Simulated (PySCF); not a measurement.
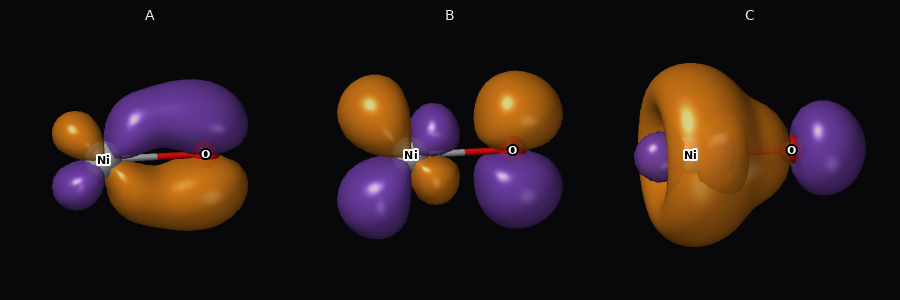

NiO (triplet). Three frontier β-spin orbitals, each drawn at the value that holds 80 % of its norm (orange and purple are the two phases), in no order; of a degenerate pair one member is drawn.

These are results of PBE0/def2-TZVP, non-relativistic Hamiltonian with scalar-relativistic core potentials where named, at a bond length of 1.617 Å (PySCF), not measurements.

Name the orbitals and rank them from lowest to highest energy.

Answer. Orbital A: π, occupied in this spin, −7.92 eV; bonding, with no node between the atoms.
Orbital C: σ, occupied in this spin, −6.59 eV; shared between the atoms (Ni 70 %, O 30 %).
Orbital B: π, empty in this spin, −2.43 eV; shared between the atoms (Ni 65 %, O 35 %).
